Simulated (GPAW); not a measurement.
The Co L₃ edge of atom 3 in Co3Sn2S2 (R-3m), with 2 S at 2.17 Å (linear, site symmetry 2/m), was computed in 2 ways: excited-electron core hole (neutral cell) and half core hole. Program and functional: GPAW, LDA, Gaussian full width 0.9 eV up to 4 eV, rising linearly to 3.5 eV at 25 eV; cells of 7 atoms.

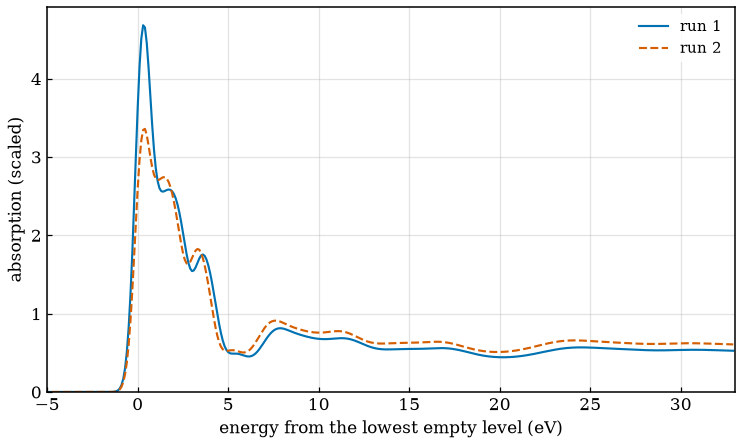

Each run is counted from its own lowest empty level or Fermi level and scaled to a mean of 1 over its first 20 eV.

**Question.** Which run is which?

Run 1: half core hole (area from −2 to 6 eV 12.9, main maxima 0.3 eV (4.68), 3.6 eV (1.76) and 7.9 eV (0.81)). Run 2: excited-electron core hole (neutral cell) (area from −2 to 6 eV 11.4, main maxima 0.4 eV (3.36), 3.3 eV (1.83) and 7.6 eV (0.91)). 

[Hosts, paths, dates, database ids (printed as entryN), source tags and the programs' standing remarks are cut or masked in the printed files.]

[Lists of maxima count a maximum above −3 eV only where it reaches 4 % of the highest in the window and stands out from its surroundings by 2 % of it (1.5 % where it reaches 55 %); shoulders and weaker maxima are passed over, and of the rest the first, up to two pre-edge ones and the few strongest are named.]
